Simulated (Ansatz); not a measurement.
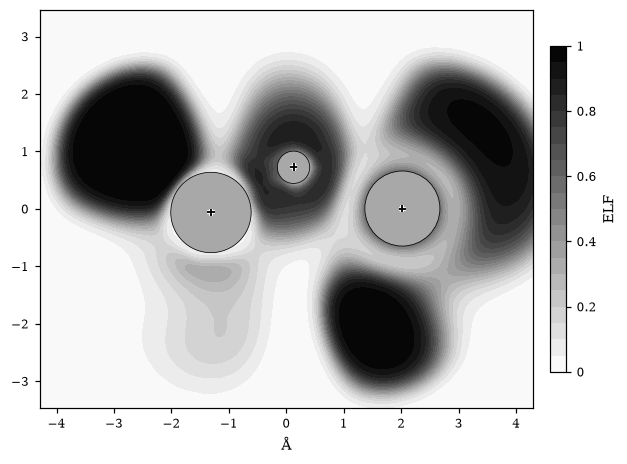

The electron localisation function on a plane through atoms (crosses mark nuclei in the plane; grey discs cover the cores).

These are results of isolated molecule in a Gaussian basis; Kohn-Sham density functional theory, functional PBE0 in Ansatz 0.2.0, not measurements.

Candidates:
A. CH$_{3}$ClF$_{2}$Si (SMILES F[SiH](F)CCl)
B. ClH$_{3}$OSiSn (SMILES Cl[SiH2][O][SnH])
C. AlBClH$_{4}$N (SMILES B[NH][AlH][Cl])

Which system is this?

Candidate B: ClH$_{3}$OSiSn on the plane of atoms Si3, O2 and Sn4, which holds O, Si and Sn. Si–O (1.64 Å): the ELF peaks at about 0.85 between the atoms: a polar covalent bond. Sn–O (2.03 Å): the ELF peaks at about 0.85 in the valence shell of O, 0.6 Å from its nucleus, and drops to about 0.15 between the two atoms.
